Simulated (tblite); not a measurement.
# Saddle-point search, with input and output: C₆H₁₀F₂

- system: C₆H₁₀F₂
- method: GFN2-xTB saddle search (eigenvector following) and harmonic vibrations, gas phase (tblite 0.8.0)

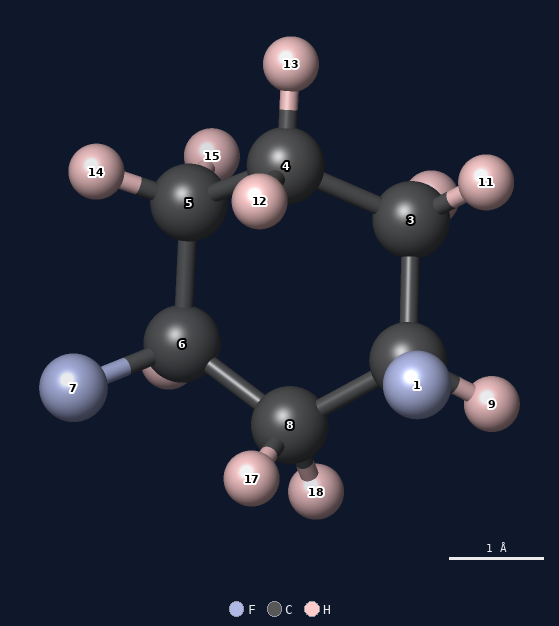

**Figure 1.** The input geometry (ball-and-stick view, seen at a tilt; atoms are numbered from 1 in the order of the input).

### Results in brief

| quantity | value |
| --- | --- |
| outcome | converged |
| total energy | −746.3411 eV |
| point group | Cs |
| hardware | 1 CPU thread, shared host |
| wall time | 2.1 s |
| peak memory | 0.2 GiB |

### Input file
```
{"job": {"xc": "GFN2-xTB", "basis": "xTB", "kind": "saddle"}, "charge": 0, "multiplicity": 1}
F     -2.391608    -0.342117    -0.060871
C     -1.251273    -0.418551     0.728796
C     -0.693048     0.989384     0.863944
C     -0.004767     1.381410    -0.435935
C      1.277246     0.573350    -0.570494
C      1.055574    -0.940278    -0.466584
F      1.188533    -1.481662    -1.740033
C     -0.294627    -1.435006     0.087652
H     -1.613151    -0.787710     1.696573
H      0.015738     1.018105     1.692417
H     -1.518109     1.666010     1.089435
H     -0.673613     1.183387    -1.273922
H      0.234202     2.444755    -0.435824
H      1.753172     0.769693    -1.532613
H      1.970431     0.883607     0.213737
H      1.878663    -1.391962     0.101469
H     -0.830582    -1.874313    -0.757355
H     -0.102781    -2.238103     0.799610
```

The first line tells a small driver script what to run in tblite; the rest is the geometry in Å.

Run as:
```bash
OMP_NUM_THREADS=1 python <driver script> task.json out
```

### Log
```
step      E/eV     max force
  0    -746.33478   0.0434
  1    -746.33748   0.0726
  2    -746.33887   0.1189
  3    -746.33991   0.0318
  4    -746.34043   0.1108
  5    -746.34036   0.0264
  6    -746.34076   0.0211
  7    -746.34085   0.0538
  8    -746.34093   0.0050
  9    -746.34104   0.0162
 10    -746.34109   0.0063
 11    -746.34110   0.0014
lowest wavenumbers (cm-1): -111.1 27.6 246.5 330.5 351.7 413.9
```

### Trajectory as extended XYZ (Å, eV, eV/Å), 12 frames, from step=0 to step=11
```
18
Properties=species:S:1:pos:R:3:forces:R:3 step=0 energy=-746.33478
F    -2.3916   -0.3421   -0.0609   -0.0110   0.0010  -0.0040
C    -1.2513   -0.4186    0.7288   -0.0100   0.0060  -0.0210
C    -0.6930    0.9894    0.8639    0.0040   0.0080   0.0070
C    -0.0048    1.3814   -0.4359    0.0020   0.0100  -0.0130
C     1.2772    0.5734   -0.5705    0.0100  -0.0030   0.0280
C     1.0556   -0.9403   -0.4666   -0.0130  -0.0060  -0.0410
F     1.1885   -1.4817   -1.7400    0.0030  -0.0020  -0.0130
C    -0.2946   -1.4350    0.0877    0.0130  -0.0060   0.0330
H    -1.6132   -0.7877    1.6966    0.0150  -0.0140   0.0060
H     0.0157    1.0181    1.6924    0.0130   0.0130   0.0160
H    -1.5181    1.6660    1.0894   -0.0160   0.0020  -0.0060
H    -0.6736    1.1834   -1.2739   -0.0190  -0.0120  -0.0100
H     0.2342    2.4448   -0.4358    0.0080   0.0230  -0.0050
H     1.7532    0.7697   -1.5326    0.0020   0.0020   0.0070
H     1.9704    0.8836    0.2137    0.0090  -0.0060   0.0130
H     1.8787   -1.3920    0.1015    0.0010   0.0020   0.0040
H    -0.8306   -1.8743   -0.7574   -0.0050  -0.0120   0.0100
H    -0.1028   -2.2381    0.7996   -0.0060  -0.0050  -0.0110
18
Properties=species:S:1:pos:R:3:forces:R:3 step=1 energy=-746.33748
F    -2.4192   -0.3719    0.0210    0.0580  -0.0080   0.0430
C    -1.2365   -0.4200    0.7532   -0.0290  -0.0120   0.0070
C    -0.7009    1.0024    0.8498   -0.0140  -0.0060   0.0090
C    -0.0026    1.3734   -0.4514    0.0080  -0.0020  -0.0020
C     1.2868    0.5702   -0.5478    0.0130   0.0090  -0.0020
C     1.0557   -0.9432   -0.4737    0.0030   0.0020  -0.0030
F     1.1852   -1.4625   -1.7568   -0.0010   0.0060   0.0060
C    -0.3007   -1.4313    0.0698   -0.0270  -0.0170   0.0030
H    -1.5413   -0.7860    1.7437    0.0160   0.0170  -0.0500
H    -0.0022    1.0719    1.6863   -0.0190   0.0000  -0.0220
H    -1.5434    1.6681    1.0463    0.0130  -0.0120  -0.0050
H    -0.6592    1.1492   -1.2937    0.0100   0.0010   0.0100
H     0.2277    2.4393   -0.4716   -0.0010  -0.0080  -0.0010
H     1.7998    0.7788   -1.4890   -0.0110  -0.0050   0.0280
H     1.9501    0.8681    0.2680   -0.0190  -0.0090  -0.0200
H     1.8744   -1.4108    0.0883   -0.0030   0.0000  -0.0050
H    -0.8505   -1.8271   -0.7893    0.0150   0.0130   0.0270
H    -0.1233   -2.2687    0.7467   -0.0120   0.0300  -0.0230
18
Properties=species:S:1:pos:R:3:forces:R:3 step=2 energy=-746.33887
F    -2.4386   -0.4068    0.0931    0.0980  -0.0070   0.0670
C    -1.2231   -0.4217    0.7746   -0.0510  -0.0020   0.0130
C    -0.7126    1.0139    0.8327   -0.0250  -0.0130   0.0210
C     0.0027    1.3659   -0.4645    0.0180  -0.0070   0.0030
C     1.2969    0.5662   -0.5229    0.0360   0.0100  -0.0090
C     1.0533   -0.9457   -0.4857    0.0240   0.0060  -0.0120
F     1.1591   -1.4312   -1.7854    0.0030   0.0200   0.0390
C    -0.3034   -1.4279    0.0606   -0.0330  -0.0040   0.0000
H    -1.4783   -0.7793    1.7832    0.0180   0.0290  -0.0850
H    -0.0287    1.1222    1.6786   -0.0380  -0.0050  -0.0440
H    -1.5710    1.6691    0.9978    0.0330  -0.0280  -0.0060
H    -0.6366    1.1229   -1.3151    0.0160   0.0040   0.0190
H     0.2268    2.4328   -0.4982    0.0010  -0.0080   0.0000
H     1.8492    0.7893   -1.4398   -0.0360  -0.0160   0.0610
H     1.9275    0.8473    0.3260   -0.0430  -0.0220  -0.0590
H     1.8743   -1.4381    0.0528   -0.0200   0.0140  -0.0170
H    -0.8655   -1.7957   -0.8028    0.0100   0.0100   0.0210
H    -0.1320   -2.2835    0.7151   -0.0120   0.0180  -0.0120
18
Properties=species:S:1:pos:R:3:forces:R:3 step=3 energy=-746.33991
F    -2.4379   -0.4189    0.1097    0.0040  -0.0020   0.0140
C    -1.2189   -0.4219    0.7786   -0.0090   0.0140  -0.0010
C    -0.7186    1.0171    0.8263   -0.0040   0.0020   0.0090
C     0.0070    1.3653   -0.4658    0.0020  -0.0030   0.0040
C     1.2996    0.5638   -0.5143    0.0090  -0.0070  -0.0070
C     1.0510   -0.9465   -0.4927    0.0150   0.0000  -0.0100
F     1.1412   -1.4153   -1.7994    0.0010   0.0130   0.0290
C    -0.3023   -1.4279    0.0625    0.0070   0.0120  -0.0060
H    -1.4624   -0.7749    1.7890    0.0060   0.0060  -0.0070
H    -0.0437    1.1382    1.6763   -0.0140  -0.0010  -0.0160
H    -1.5827    1.6668    0.9782    0.0170  -0.0140  -0.0030
H    -0.6253    1.1217   -1.3207    0.0010   0.0000   0.0020
H     0.2325    2.4316   -0.4996    0.0020   0.0040   0.0020
H     1.8613    0.7917   -1.4222   -0.0040  -0.0030   0.0130
H     1.9207    0.8359    0.3421   -0.0130  -0.0070  -0.0110
H     1.8755   -1.4487    0.0305   -0.0150   0.0100  -0.0110
H    -0.8685   -1.7969   -0.7960   -0.0080  -0.0060  -0.0130
H    -0.1286   -2.2810    0.7175    0.0030  -0.0160   0.0130
18
Properties=species:S:1:pos:R:3:forces:R:3 step=4 energy=-746.34043
F    -2.4462   -0.4500    0.1433    0.0210   0.0120   0.0000
C    -1.2130   -0.4214    0.7845   -0.0080   0.0040   0.0230
C    -0.7322    1.0253    0.8067   -0.0020  -0.0060  -0.0060
C     0.0172    1.3658   -0.4735    0.0180  -0.0100   0.0040
C     1.3079    0.5591   -0.4905    0.0740  -0.0050   0.0000
C     1.0415   -0.9475   -0.5185    0.0450  -0.0060  -0.0280
F     1.0792   -1.3658   -1.8468   -0.0070   0.0440   0.0970
C    -0.2969   -1.4307    0.0720    0.0300   0.0120  -0.0180
H    -1.4291   -0.7604    1.8062   -0.0100   0.0040  -0.0110
H    -0.0763    1.1716    1.6668    0.0020   0.0060   0.0040
H    -1.6066    1.6654    0.9319   -0.0110   0.0050  -0.0070
H    -0.5970    1.1200   -1.3411    0.0100  -0.0010   0.0070
H     0.2455    2.4317   -0.5051   -0.0020  -0.0010  -0.0030
H     1.9118    0.8055   -1.3693   -0.0600  -0.0280   0.0840
H     1.8944    0.8020    0.4022   -0.0510  -0.0290  -0.0940
H     1.8791   -1.4796   -0.0438   -0.0570   0.0310  -0.0470
H    -0.8744   -1.8239   -0.7678   -0.0090  -0.0140  -0.0180
H    -0.1046   -2.2671    0.7427    0.0180  -0.0180   0.0130
18
Properties=species:S:1:pos:R:3:forces:R:3 step=5 energy=-746.34036
F    -2.4411   -0.4324    0.1252   -0.0010  -0.0010   0.0000
C    -1.2159   -0.4220    0.7816    0.0000   0.0010  -0.0010
C    -0.7251    1.0207    0.8180   -0.0010   0.0050   0.0060
C     0.0127    1.3661   -0.4676   -0.0050   0.0010   0.0010
C     1.3030    0.5610   -0.5048   -0.0160  -0.0020  -0.0010
C     1.0469   -0.9467   -0.5031   -0.0070   0.0010   0.0050
F     1.1162   -1.3939   -1.8170   -0.0020  -0.0040  -0.0190
C    -0.2998   -1.4296    0.0660   -0.0040   0.0010   0.0050
H    -1.4474   -0.7688    1.7967    0.0000   0.0000   0.0010
H    -0.0608    1.1551    1.6739   -0.0050  -0.0010  -0.0060
H    -1.5953    1.6651    0.9550    0.0080  -0.0050   0.0000
H    -0.6116    1.1239   -1.3285   -0.0030  -0.0010  -0.0030
H     0.2408    2.4319   -0.4986    0.0000   0.0020   0.0000
H     1.8782    0.7950   -1.4012    0.0170   0.0070  -0.0190
H     1.9119    0.8205    0.3626    0.0090   0.0050   0.0240
H     1.8757   -1.4603   -0.0003    0.0120  -0.0080   0.0060
H    -0.8710   -1.8085   -0.7853   -0.0010  -0.0020  -0.0010
H    -0.1175   -2.2769    0.7272   -0.0010   0.0000   0.0030
18
Properties=species:S:1:pos:R:3:forces:R:3 step=6 energy=-746.34076
F    -2.4502   -0.4529    0.1688    0.0180   0.0000   0.0110
C    -1.2078   -0.4228    0.7931   -0.0080  -0.0010   0.0030
C    -0.7321    1.0263    0.8072   -0.0040  -0.0020   0.0040
C     0.0161    1.3624   -0.4748    0.0030  -0.0010   0.0010
C     1.3079    0.5584   -0.4910    0.0060   0.0010   0.0000
C     1.0453   -0.9477   -0.5099    0.0040   0.0010  -0.0030
F     1.1021   -1.3747   -1.8320    0.0000   0.0030   0.0070
C    -0.3017   -1.4280    0.0607   -0.0050  -0.0010   0.0000
H    -1.4093   -0.7635    1.8171    0.0020   0.0050  -0.0140
H    -0.0774    1.1826    1.6670   -0.0060  -0.0010  -0.0070
H    -1.6102    1.6633    0.9265    0.0050  -0.0040  -0.0020
H    -0.5981    1.1117   -1.3407    0.0020   0.0000   0.0030
H     0.2418    2.4287   -0.5116    0.0000  -0.0010   0.0000
H     1.9051    0.7999   -1.3721   -0.0060  -0.0030   0.0100
H     1.8969    0.8075    0.3945   -0.0060  -0.0030  -0.0100
H     1.8747   -1.4743   -0.0206   -0.0040   0.0020  -0.0040
H    -0.8799   -1.7921   -0.7927    0.0010   0.0010   0.0030
H    -0.1231   -2.2848    0.7106   -0.0020   0.0030  -0.0020
18
Properties=species:S:1:pos:R:3:forces:R:3 step=7 energy=-746.34085
F    -2.4585   -0.4814    0.2203    0.0470   0.0030   0.0260
C    -1.1974   -0.4237    0.8064   -0.0240   0.0050   0.0100
C    -0.7438    1.0343    0.7918   -0.0120  -0.0010   0.0150
C     0.0238    1.3593   -0.4817    0.0050  -0.0050   0.0060
C     1.3150    0.5535   -0.4712    0.0190  -0.0030  -0.0030
C     1.0410   -0.9490   -0.5232    0.0190  -0.0010  -0.0120
F     1.0712   -1.3418   -1.8578    0.0030   0.0140   0.0400
C    -0.3017   -1.4273    0.0584   -0.0070   0.0030  -0.0040
H    -1.3632   -0.7546    1.8408    0.0030   0.0120  -0.0380
H    -0.1071    1.2218    1.6599   -0.0220  -0.0060  -0.0280
H    -1.6346    1.6596    0.8819    0.0240  -0.0190  -0.0020
H    -0.5749    1.1018   -1.3566    0.0060   0.0010   0.0090
H     0.2494    2.4255   -0.5222    0.0000  -0.0010   0.0000
H     1.9394    0.8058   -1.3311   -0.0200  -0.0090   0.0270
H     1.8786    0.7845    0.4363   -0.0190  -0.0090  -0.0320
H     1.8740   -1.4959   -0.0612   -0.0220   0.0150  -0.0150
H    -0.8899   -1.7831   -0.7917    0.0010   0.0000   0.0020
H    -0.1212   -2.2892    0.7009   -0.0010   0.0010   0.0000
18
Properties=species:S:1:pos:R:3:forces:R:3 step=8 energy=-746.34093
F    -2.4526   -0.4642    0.1884    0.0040   0.0000   0.0030
C    -1.2037   -0.4231    0.7979   -0.0020   0.0010   0.0010
C    -0.7370    1.0294    0.8009   -0.0010   0.0000   0.0010
C     0.0195    1.3615   -0.4771    0.0000   0.0000   0.0000
C     1.3106    0.5562   -0.4831    0.0020  -0.0010   0.0000
C     1.0433   -0.9481   -0.5157    0.0020   0.0000  -0.0010
F     1.0885   -1.3606   -1.8427    0.0000   0.0020   0.0040
C    -0.3014   -1.4279    0.0604    0.0000   0.0000  -0.0010
H    -1.3916   -0.7596    1.8256    0.0010   0.0010  -0.0030
H    -0.0902    1.1981    1.6641   -0.0030   0.0000  -0.0030
H    -1.6201    1.6614    0.9081    0.0020  -0.0020  -0.0010
H    -0.5883    1.1088   -1.3469    0.0010   0.0000   0.0010
H     0.2457    2.4276   -0.5147    0.0000   0.0000   0.0000
H     1.9182    0.8020   -1.3556   -0.0010  -0.0010   0.0030
H     1.8896    0.7976    0.4107   -0.0020  -0.0010  -0.0020
H     1.8744   -1.4830   -0.0383   -0.0020   0.0010  -0.0020
H    -0.8837   -1.7905   -0.7908    0.0000   0.0000   0.0000
H    -0.1212   -2.2856    0.7086    0.0000   0.0000   0.0000
18
Properties=species:S:1:pos:R:3:forces:R:3 step=9 energy=-746.34104
F    -2.4568   -0.4799    0.2166    0.0140   0.0010   0.0080
C    -1.1980   -0.4235    0.8050   -0.0070   0.0020   0.0030
C    -0.7436    1.0336    0.7921   -0.0040   0.0000   0.0050
C     0.0240    1.3599   -0.4808    0.0010  -0.0020   0.0020
C     1.3145    0.5534   -0.4720    0.0060  -0.0010  -0.0010
C     1.0406   -0.9487   -0.5235    0.0060  -0.0010  -0.0040
F     1.0704   -1.3414   -1.8572    0.0000   0.0050   0.0130
C    -0.3012   -1.4278    0.0595   -0.0020   0.0010  -0.0020
H    -1.3662   -0.7543    1.8382    0.0010   0.0040  -0.0110
H    -0.1072    1.2196    1.6599   -0.0070  -0.0020  -0.0090
H    -1.6335    1.6589    0.8829    0.0070  -0.0060  -0.0010
H    -0.5751    1.1040   -1.3557    0.0020   0.0000   0.0030
H     0.2504    2.4260   -0.5199    0.0000   0.0000   0.0000
H     1.9373    0.8052   -1.3323   -0.0060  -0.0030   0.0090
H     1.8790    0.7842    0.4340   -0.0060  -0.0030  -0.0100
H     1.8737   -1.4948   -0.0621   -0.0070   0.0050  -0.0050
H    -0.8891   -1.7870   -0.7893    0.0000   0.0000   0.0010
H    -0.1192   -2.2874    0.7046    0.0000   0.0010   0.0000
18
Properties=species:S:1:pos:R:3:forces:R:3 step=10 energy=-746.34109
F    -2.4580   -0.4872    0.2296    0.0050   0.0000   0.0030
C    -1.1952   -0.4236    0.8081   -0.0030   0.0010   0.0010
C    -0.7469    1.0355    0.7878   -0.0010   0.0000   0.0020
C     0.0265    1.3594   -0.4822    0.0000  -0.0010   0.0010
C     1.3162    0.5518   -0.4667    0.0020  -0.0010  -0.0010
C     1.0391   -0.9489   -0.5274    0.0030  -0.0010  -0.0020
F     1.0610   -1.3314   -1.8640    0.0000   0.0020   0.0060
C    -0.3009   -1.4278    0.0594    0.0000   0.0000  -0.0010
H    -1.3545   -0.7514    1.8434    0.0000   0.0010  -0.0040
H    -0.1161    1.2298    1.6576   -0.0030  -0.0010  -0.0040
H    -1.6400    1.6572    0.8703    0.0040  -0.0030   0.0000
H    -0.5683    1.1025   -1.3597    0.0010   0.0000   0.0010
H     0.2533    2.4253   -0.5215    0.0000   0.0000   0.0000
H     1.9457    0.8063   -1.3210   -0.0020  -0.0010   0.0030
H     1.8740    0.7772    0.4445   -0.0030  -0.0010  -0.0040
H     1.8730   -1.5003   -0.0744   -0.0030   0.0020  -0.0020
H    -0.8915   -1.7866   -0.7876    0.0000   0.0000   0.0000
H    -0.1174   -2.2877    0.7038    0.0000   0.0000   0.0000
18
Properties=species:S:1:pos:R:3:forces:R:3 step=11 energy=-746.34110
F    -2.4590   -0.4932    0.2403    0.0010   0.0000   0.0010
C    -1.1930   -0.4237    0.8105   -0.0010   0.0000   0.0000
C    -0.7495    1.0370    0.7842    0.0000   0.0000   0.0000
C     0.0285    1.3590   -0.4833    0.0000   0.0000   0.0000
C     1.3176    0.5506   -0.4624    0.0010   0.0000   0.0000
C     1.0379   -0.9490   -0.5306    0.0010   0.0000   0.0000
F     1.0532   -1.3232   -1.8695    0.0000   0.0000   0.0010
C    -0.3007   -1.4279    0.0593    0.0000   0.0000   0.0000
H    -1.3449   -0.7490    1.8477    0.0000   0.0000  -0.0010
H    -0.1234    1.2380    1.6557   -0.0010   0.0000  -0.0010
H    -1.6451    1.6558    0.8600    0.0010  -0.0010   0.0000
H    -0.5628    1.1014   -1.3630    0.0000   0.0000   0.0000
H     0.2557    2.4248   -0.5227    0.0000   0.0000   0.0000
H     1.9527    0.8072   -1.3118   -0.0010   0.0000   0.0010
H     1.8698    0.7715    0.4531   -0.0010   0.0000  -0.0010
H     1.8725   -1.5048   -0.0845   -0.0010   0.0000  -0.0010
H    -0.8935   -1.7865   -0.7863    0.0000   0.0000   0.0000
H    -0.1159   -2.2879    0.7033    0.0000   0.0000   0.0000
```

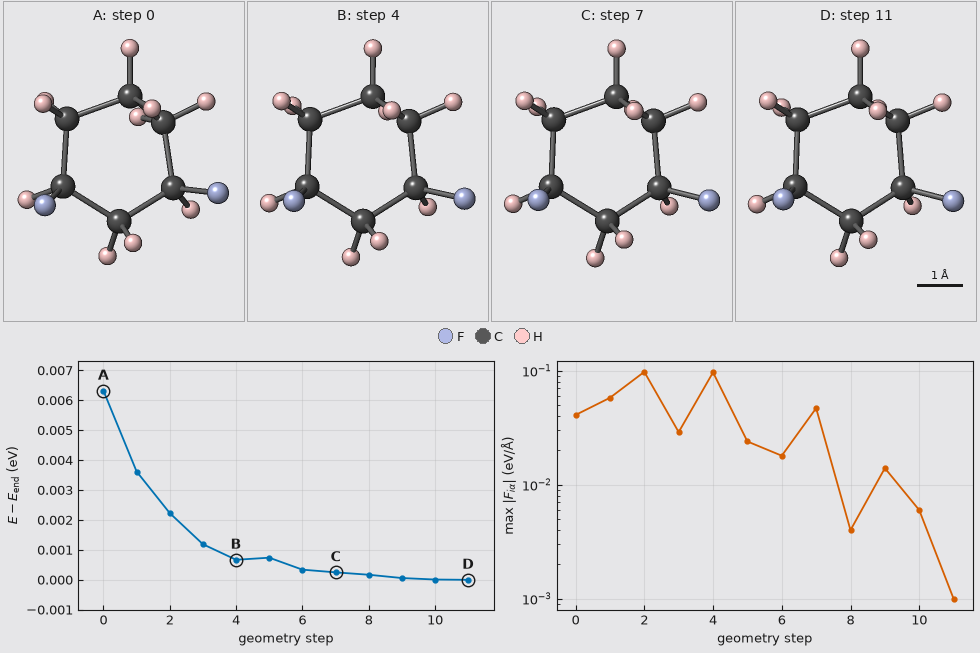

**Figure 2.** Frames of the saddle-point search (ball-and-stick view, seen at a tilt) above the curves, on which the letters mark them (steps are counted from 0).

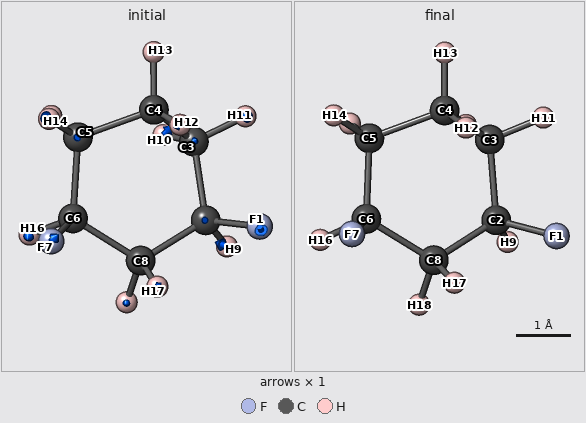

**Figure 3.** Before (left) and after (right) the saddle-point search, at one scale (ball-and-stick view, seen at a tilt). The blue arrows give the displacements, at true length. The energy falls by 0.006 eV in 11 geometry steps. The largest force component goes from 0.041 to 0.001 eV/Å. The atom that moves furthest after the best rigid fit is F1 (0.34 Å). By element the largest moves are F 0.34 Å, H 0.31 Å, C 0.12 Å. Distances before and after: C5–C6 1.533 → 1.527 Å, C2–C3 1.521 → 1.527 Å. Among the angles that change: C2–C3–C4 109.2° → 111.4°. (Atoms are counted from 1 in the order of the input.)
